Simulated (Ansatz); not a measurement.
**CH4O···H (doublet): density, localisation and related maps**

Input

```
crystal:
  periodic: [false, false, false]
  atoms:
    - {symbol: H, position_ang: [-0.665864, -0.721190, 0.381613]}
    - {symbol: C, position_ang: [0.352942, -0.347028, 0.542209]}
    - {symbol: O, position_ang: [0.755674, 0.559603, -0.458184]}
    - {symbol: H, position_ang: [-2.055476, 0.302965, -2.070183]}
    - {symbol: H, position_ang: [1.035752, -1.195912, 0.498130]}
    - {symbol: H, position_ang: [0.412972, 0.086909, 1.548031]}
    - {symbol: H, position_ang: [0.164000, 1.314652, -0.441416]}
basis:
  gaussian: {orbitals: def2-TZVPP}
magnetization: {spin_polarized: true, initial_magnetization: 1}
hamiltonian: {xc: pbe0, dispersion: d4}
output: {orbitals: {seedname: orbitals}}
```

Command:

```sh
ansatz run in.yaml --threads 2 --pin off --events-out ev --progress --plain --max-ram 4352MiB
```

The reactant side of a reaction path; geometry: PBE0-D4/def2-TZVP.

Theory: UKS PBE0-D4/def2-TZVPP in Ansatz 0.2.0.

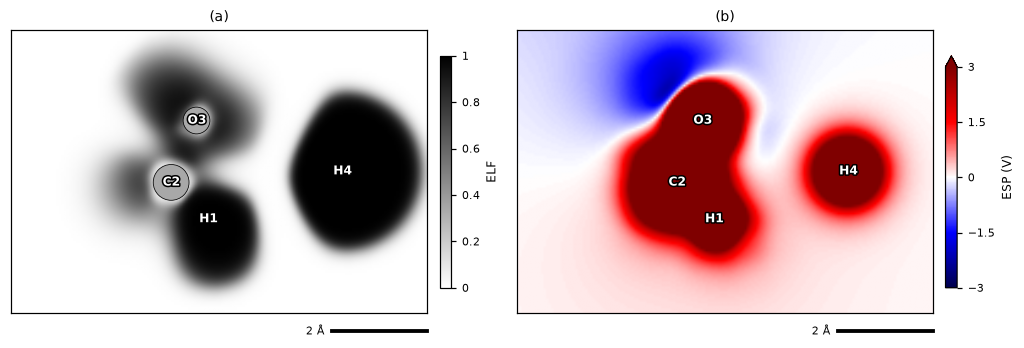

Figure 1. (a) electron localisation function; (b) molecular electrostatic potential on the plane of atoms H1, C2 and O3. Grey discs cover the atomic cores in the ELF map.

**What do the fields say about this system?**

Atoms in the plane: H, C and O. C–O (1.41 Å): the ELF peaks at about 0.90 between the atoms, as expected for a shared but strongly polarised pair. C–H (1.10 Å): the ELF climbs to about 1 towards the hydrogen, as it does in any bond to H: an ordinary covalent bond to hydrogen. The ELF also peaks beside O3, away from the bonds: non-bonding electrons, paired or unpaired. Outside the dense part of the complex the potential is most negative (−2.0 V) near O3.

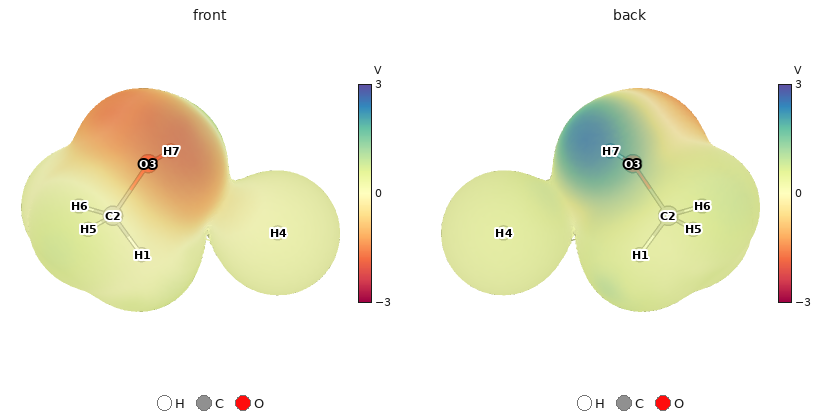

Figure 2. The electrostatic potential painted on the density surface at 0.002 e/bohr³, seen from the front and from behind; the colour scale runs from red (negative) to blue (positive).

**Describe the electrostatic potential map.**

The most negative region (about −1.6 V, or −37 kcal/mol for a unit charge) lies over O3, the most positive (about +2.3 V, or +53 kcal/mol for a unit charge) over H7. O3 is the likeliest acceptor of a hydrogen bond.

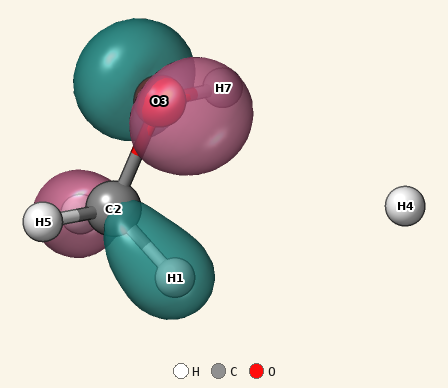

Figure 3. The HOMO (β) at ±0.2 Å⁻³ᐟ² (teal and pink are the two phases), seen at a tilt.

**Where does this orbital lie, and at what energy?**

By Hirshfeld shares it lies mainly on O3 (about 65 %), C2 (about 15 %), H6 (about 10 %) and H1 (about 10 %). Its energy is −7.90 eV.
